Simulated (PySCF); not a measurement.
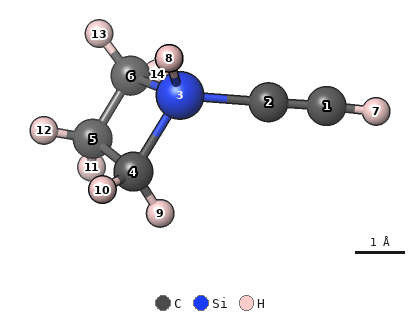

**Figure 1.** The structure as given in the input (ball-and-stick view, seen at a tilt; atoms are numbered from 1 in the order of the input). Bond lengths as drawn: C–C 1.22 to 1.57 Å, C–H 1.05 to 1.11 Å, C–Si 1.86 to 1.90 Å and H–Si 1.47 Å.

Geometry relaxation of C5H8Si

C5H8Si, computed with PBE0-D3(BJ)/def2-SVP geometry optimisation, gas phase (PySCF 2.14.0).

Input file:
```
{"job": {"xc": "PBE0", "basis": "def2-SVP", "d3": "d3bj", "grid": 1, "shake": 0.01, "kind": "geom"}, "charge": 0, "multiplicity": 1}
C      3.177590     0.591720     0.867250
C      2.166080     0.343220     0.226920
Si     0.623990    -0.067210    -0.735910
C     -0.854810     1.025950    -0.367940
C     -1.689610    -0.213910     0.103660
C     -0.575700    -1.269600     0.120180
H      4.031250     0.851130     1.415260
H      1.003240    -0.309490    -2.135590
H     -0.745970     1.761000     0.447390
H     -1.350630     1.539830    -1.192730
H     -2.156450    -0.066970     1.099910
H     -2.468400    -0.464120    -0.586570
H     -0.863940    -2.173030    -0.423110
H     -0.303790    -1.563600     1.138600
```

The first line tells a small driver script what to run in PySCF; the rest is the geometry in Å.

Hardware: 1 CPU thread, shared host.

Launch command:
```bash
OMP_NUM_THREADS=1 python <driver script> task.json out
```

Log:
```
step   0  E = -484.17078069  max force = 0.029138
step   1  E = -484.17505508  max force = 0.014926
step   2  E = -484.17578543  max force = 0.005908
step   3  E = -484.17616415  max force = 0.004111
step   4  E = -484.17633431  max force = 0.002293
step   5  E = -484.17648847  max force = 0.001504
step   6  E = -484.17658267  max force = 0.002155
step   7  E = -484.17667269  max force = 0.002504
step   8  E = -484.17680021  max force = 0.002629
step   9  E = -484.17700617  max force = 0.002017
step  10  E = -484.17721021  max force = 0.001915
step  11  E = -484.17736848  max force = 0.001385
step  12  E = -484.17738886  max force = 0.000464
step  13  E = -484.17739281  max force = 0.000188
optimisation converged
```

Trajectory as extended XYZ (Å, eV, eV/Å), 7 of the 14 frames kept, from step=0 to step=13:
```
14
Properties=species:S:1:pos:R:3:forces:R:3 step=0 energy=-13174.95801
C     3.1776    0.5917    0.8672   -1.4983  -0.2797  -0.9254
C     2.1661    0.3432    0.2269    0.0818  -0.1091  -0.0964
Si    0.6240   -0.0672   -0.7359    0.2219   0.0196   1.1908
C    -0.8548    1.0259   -0.3679   -1.0821   0.4681   0.2241
C    -1.6896   -0.2139    0.1037    1.1818   0.8141   0.8760
C    -0.5757   -1.2696    0.1202   -0.0241  -0.7294  -0.1208
H     4.0312    0.8511    1.4153    1.0345   0.2394   0.6602
H     1.0032   -0.3095   -2.1356    0.0561  -0.0713  -0.3796
H    -0.7460    1.7610    0.4474    0.2748  -0.0305  -0.1356
H    -1.3506    1.5398   -1.1927    0.0485   0.3389  -0.3248
H    -2.1564   -0.0670    1.0999    0.0728  -0.0052  -0.3000
H    -2.4684   -0.4641   -0.5866   -0.7752  -0.1977  -0.7202
H    -0.8639   -2.1730   -0.4231    0.1389  -0.3731  -0.0680
H    -0.3038   -1.5636    1.1386    0.2688  -0.0840   0.1196
14
Properties=species:S:1:pos:R:3:forces:R:3 step=2 energy=-13175.09420
C     3.1787    0.8281    0.5205   -0.0408  -0.3038   0.0509
C     2.1709    0.3543    0.0232    0.0122   0.2521   0.0366
Si    0.5548   -0.1266   -0.7079    0.0725  -0.0055  -0.0566
C    -0.9107    1.0034   -0.3109   -0.0487  -0.0014   0.0136
C    -1.6618   -0.2500    0.2326    0.0069  -0.0013  -0.0338
C    -0.5453   -1.3374    0.2429    0.0032  -0.0253   0.0359
H     4.0840    1.1702    0.9907   -0.0066   0.0839  -0.0519
H     0.8035   -0.4424   -2.1474   -0.0505  -0.0062  -0.0015
H    -0.6829    1.7433    0.4717    0.0176  -0.0260   0.0042
H    -1.4143    1.5288   -1.1350    0.0139   0.0096  -0.0057
H    -2.1107   -0.0868    1.2248   -0.0213  -0.0001  -0.0051
H    -2.4824   -0.5382   -0.4433    0.0189   0.0056   0.0100
H    -0.8147   -2.2840   -0.2472    0.0134  -0.0130   0.0076
H    -0.1778   -1.5737    1.2530    0.0093   0.0314  -0.0042
14
Properties=species:S:1:pos:R:3:forces:R:3 step=4 energy=-13175.10914
C     3.1964    0.7671    0.5376   -0.0841  -0.0598  -0.0778
C     2.1570    0.3849    0.0287    0.0746   0.1179  -0.0132
Si    0.5466   -0.0905   -0.7143    0.0065  -0.0741   0.0717
C    -0.9408    1.0091   -0.3155    0.0046   0.0167  -0.0290
C    -1.6675   -0.2616    0.2186    0.0410   0.0204   0.0901
C    -0.5186   -1.3143    0.2605   -0.0340  -0.0263  -0.0733
H     4.1199    1.1038    0.9719    0.0305  -0.0046   0.0409
H     0.7702   -0.4154   -2.1553    0.0075   0.0140   0.0030
H    -0.7241    1.7449    0.4744   -0.0052  -0.0224  -0.0042
H    -1.4438    1.5318   -1.1418   -0.0142   0.0139   0.0229
H    -2.1422   -0.1033    1.2002   -0.0156  -0.0089  -0.0139
H    -2.4665   -0.5779   -0.4673   -0.0101  -0.0106  -0.0589
H    -0.7526   -2.2822   -0.2064   -0.0060  -0.0057   0.0375
H    -0.1427   -1.5073    1.2763    0.0043   0.0295   0.0042
14
Properties=species:S:1:pos:R:3:forces:R:3 step=6 energy=-13175.11589
C     3.2250    0.7308    0.5148    0.0539   0.1108  -0.0018
C     2.1571    0.4388    0.0083   -0.0222  -0.0914  -0.0364
Si    0.5411   -0.0622   -0.7061   -0.0317   0.0271   0.0465
C    -0.9668    1.0125   -0.3090    0.0158  -0.0254  -0.0311
C    -1.6768   -0.2768    0.2001   -0.0215   0.0044   0.0079
C    -0.5009   -1.2943    0.2852   -0.0059   0.0065  -0.0433
H     4.1679    1.0166    0.9480   -0.0178  -0.0389   0.0101
H     0.7523   -0.3856   -2.1487    0.0014  -0.0075  -0.0042
H    -0.7683    1.7350    0.4967    0.0103  -0.0010   0.0179
H    -1.4743    1.5422   -1.1276   -0.0063   0.0206   0.0147
H    -2.1999   -0.1345    1.1592   -0.0220  -0.0108  -0.0068
H    -2.4345   -0.6164   -0.5241    0.0330   0.0052  -0.0038
H    -0.7020   -2.2874   -0.1408    0.0043  -0.0141   0.0237
H    -0.1285   -1.4296    1.3118    0.0088   0.0145   0.0065
14
Properties=species:S:1:pos:R:3:forces:R:3 step=9 energy=-13175.12742
C     3.2762    0.7275    0.4028   -0.0507  -0.0166   0.0530
C     2.1787    0.4735   -0.0610    0.0237  -0.1037   0.0563
Si    0.5257   -0.0403   -0.6745    0.0908   0.0944  -0.0787
C    -0.9826    1.0175   -0.2489   -0.0824   0.0156  -0.0211
C    -1.6998   -0.3073    0.1398    0.0396  -0.0019  -0.0070
C    -0.4909   -1.2628    0.3481    0.0019  -0.0214   0.0551
H     4.2381    0.9347    0.8375    0.0154   0.0521  -0.0510
H     0.6841   -0.3804   -2.1208   -0.0649  -0.0143   0.0039
H    -0.7945    1.6587    0.6268    0.0281  -0.0347   0.0147
H    -1.4807    1.6263   -1.0166    0.0179   0.0091  -0.0004
H    -2.3679   -0.2262    1.0127   -0.0099   0.0082  -0.0041
H    -2.3163   -0.6593   -0.7026   -0.0067  -0.0068  -0.0007
H    -0.6278   -2.3051    0.0281    0.0059   0.0021  -0.0141
H    -0.1508   -1.2676    1.3963   -0.0087   0.0180  -0.0060
14
Properties=species:S:1:pos:R:3:forces:R:3 step=11 energy=-13175.13728
C     3.2892    0.7474    0.3542   -0.0464  -0.0712   0.0055
C     2.1960    0.4213   -0.0733    0.0274   0.0419   0.0172
Si    0.5244   -0.0588   -0.6584    0.0387  -0.0091  -0.0201
C    -0.9650    1.0157   -0.2087   -0.0229   0.0194   0.0055
C    -1.7060   -0.3122    0.1107    0.0122  -0.0008   0.0025
C    -0.5061   -1.2638    0.3714   -0.0010  -0.0122   0.0284
H     4.2564    1.0146    0.7408    0.0157   0.0351  -0.0151
H     0.6218   -0.4081   -2.1072   -0.0141   0.0011   0.0023
H    -0.7597    1.5913    0.7086    0.0012  -0.0108  -0.0060
H    -1.4406    1.6834   -0.9404    0.0055  -0.0015   0.0013
H    -2.4330   -0.2494    0.9373    0.0038   0.0063   0.0009
H    -2.2628   -0.6498   -0.7782   -0.0138  -0.0072  -0.0095
H    -0.6342   -2.3168    0.0846   -0.0009   0.0076  -0.0099
H    -0.1890   -1.2257    1.4263   -0.0054   0.0012  -0.0029
14
Properties=species:S:1:pos:R:3:forces:R:3 step=13 energy=-13175.13794
C     3.2920    0.7436    0.3510    0.0037  -0.0014  -0.0050
C     2.1966    0.4193   -0.0711   -0.0019   0.0053  -0.0033
Si    0.5254   -0.0612   -0.6564   -0.0033  -0.0036   0.0097
C    -0.9641    1.0151   -0.2069    0.0034  -0.0018  -0.0054
C    -1.7062   -0.3120    0.1122   -0.0027   0.0018  -0.0004
C    -0.5077   -1.2650    0.3741    0.0010   0.0023   0.0012
H     4.2612    1.0287    0.7207   -0.0007   0.0003   0.0001
H     0.6162   -0.4103   -2.1054    0.0015  -0.0020  -0.0001
H    -0.7576    1.5886    0.7110   -0.0010  -0.0002   0.0007
H    -1.4374    1.6841   -0.9387   -0.0007   0.0011   0.0014
H    -2.4325   -0.2467    0.9393    0.0016   0.0004   0.0011
H    -2.2653   -0.6499   -0.7758    0.0004  -0.0005   0.0010
H    -0.6369   -2.3169    0.0843    0.0001   0.0004  -0.0021
H    -0.1922   -1.2283    1.4293   -0.0014  -0.0023   0.0011
```

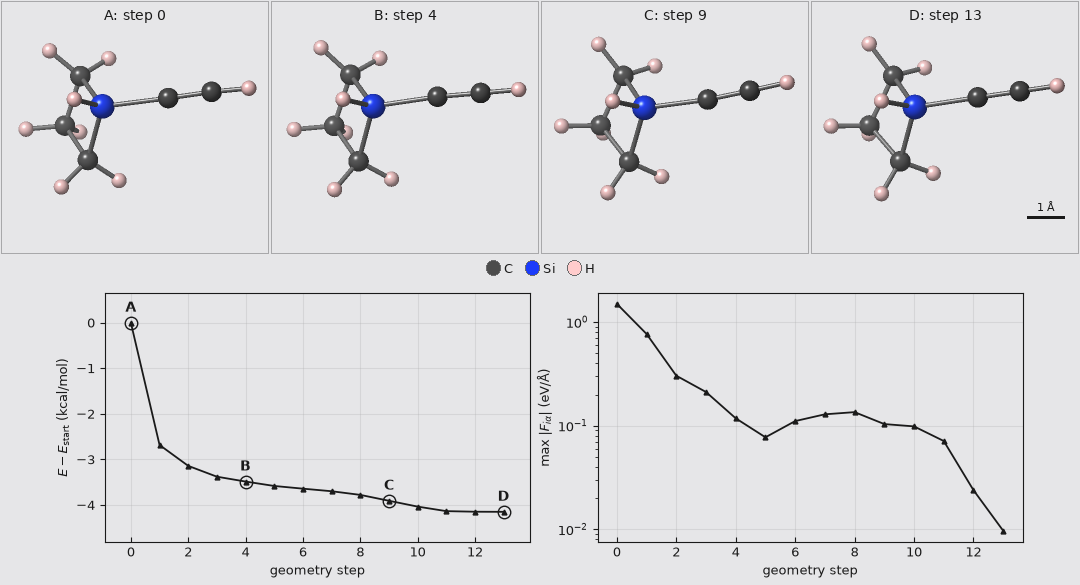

**Figure 2.** Frames of the relaxation (ball-and-stick view, seen at a tilt) above the curves, on which the letters mark them (steps are counted from 0).

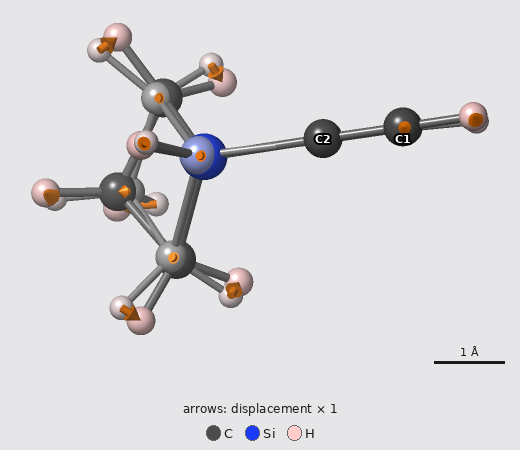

**Figure 3.** Start (faint) and end (solid) with the displacements as orange arrows, at true length (ball-and-stick view, seen at a tilt). The two geometries are laid on each other by the best rigid fit. The largest move after the best rigid fit is that of H11, 0.57 Å. By element the largest moves are H 0.57 Å, C 0.18 Å, Si 0.14 Å. Distances before and after: C5–H12 1.070 → 1.102 Å, C2–Si3 1.864 → 1.835 Å, C1–H7 1.047 → 1.076 Å, Si3–H8 1.470 → 1.493 Å. Among the angles that change: Si3–C4–H9 117.1° → 110.3°, C5–C4–H10 111.0° → 116.8°, Si3–C6–H14 115.6° → 110.1°. After 13 geometry steps the energy has fallen by 4.15 kcal/mol. Largest force component: 1.5 eV/Å at the start, 0.0097 eV/Å at the end. (Atoms are counted from 1 in the order of the input.)

Summary:

```tsv
quantity	value
outcome	converged
total energy	−484.177393 hartree
dipole moment	0.52 D
point group	Cs
wall time	76 s
peak memory	0.5 GiB
```
